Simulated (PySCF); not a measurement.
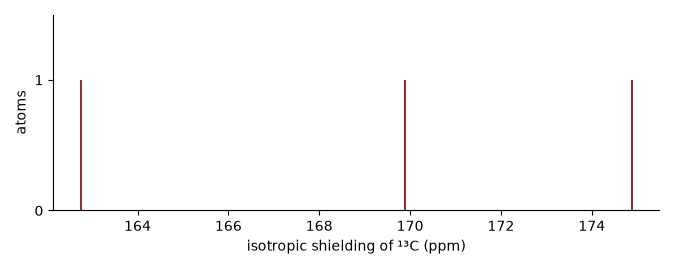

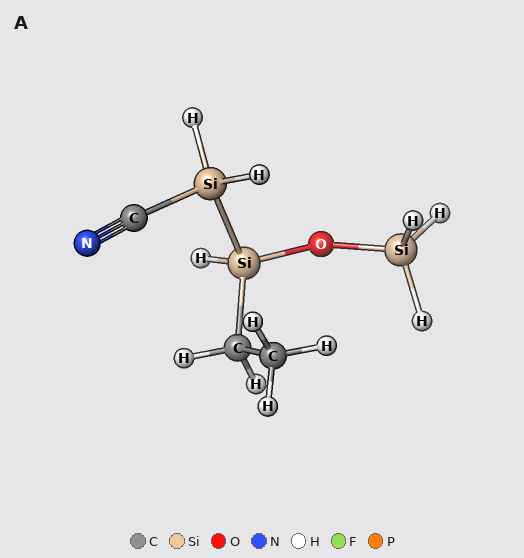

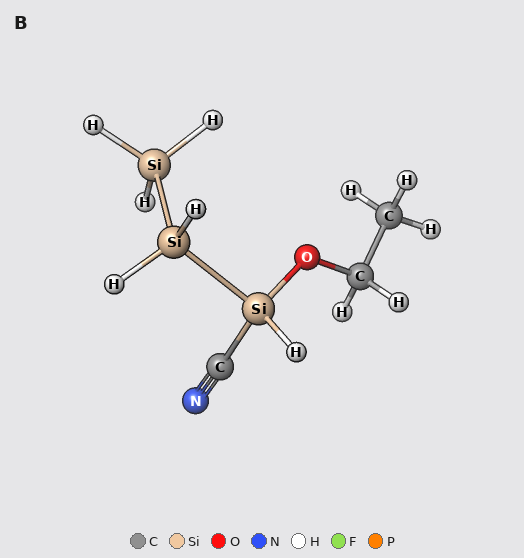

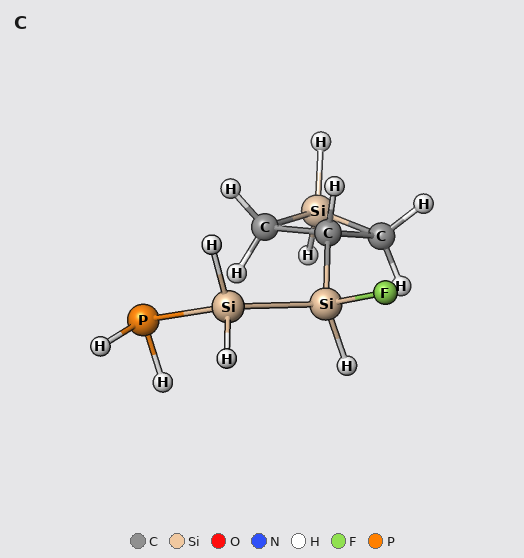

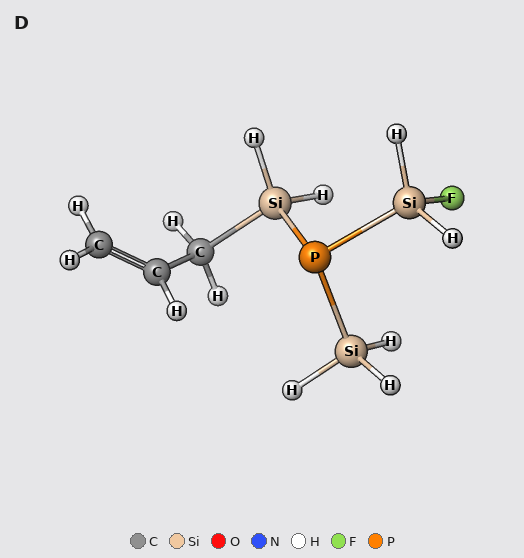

The sticks are computed shieldings of one of the molecules, for one fixed geometry (GFN2-xTB) without averaging over rotations. Low shielding means a high chemical shift. Method: GIAO PBE0/pcSseg-1 NMR shielding, non-relativistic, gas phase (PySCF 2.14.0).

> Match the spectrum to a structure.

C, `F[Si@@H]([SiH2]P)C1C[SiH2]C1`. Its 3 C atoms give lines at 162.7, 169.9, 174.9 ppm.

The geometry is semi-empirical. Around P, Si such bond lengths and angles can be off by a tenth of an ångström or more and by several degrees, and values that hang on the shape move with them.
